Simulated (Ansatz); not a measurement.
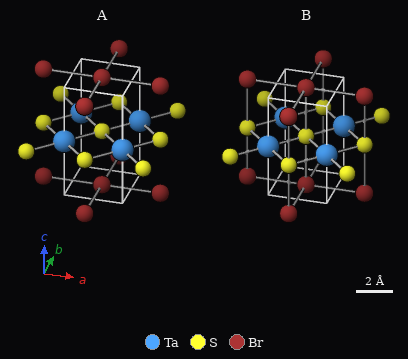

Two geometries of crystalline TaSBr (a generated structure, set up in P4/mmm), drawn at one scale. One is the start of a relaxation, the other its converged end. A ball-and-stick model of the cell of the calculation, seen from a free direction.

Computed with DFT PBE, scalar-relativistic, plane waves, PAW (Ansatz). Settings: plane-wave cutoff 420 eV; k-point mesh 14 × 14 × 8; occupations gaussian; smearing width 0.1 eV; collinear spin; cell and atoms relaxed; force threshold 0.01 eV/Å; at most 80 steps.

> Which geometry has the lower energy?

Structure B is the relaxed one. Over 4 accepted moves (5 points after the start) the energy falls by 9.4 meV per atom. All forces vanish by symmetry, so only the cell relaxes. The pressure goes from 0.00 to −0.02 GPa. At 1 point the geometry stayed and the basis and grid were re-selected for the new cell (energy shift of 0.2 meV per atom at most each time). The atoms keep their places relative to the cell (all moves are under 0.005 Å). The volume changes by −9.1 %, with a = b 3.401 → 3.408 Å (+0.2 %), c 6.879 → 6.224 Å (−9.5 %). Among the contacts that change: Br–S 3.440 → 3.112 Å, Br–Br 3.401 → 3.408 Å, S–Ta 2.405 → 2.410 Å. The space group stays P4/mmm (No. 123). The program noted that the starting moments weren't kept. The run took 120 s on 1 thread of AMD EPYC 9R14 (Zen 4), on a shared host, peak memory 0.74 GiB.
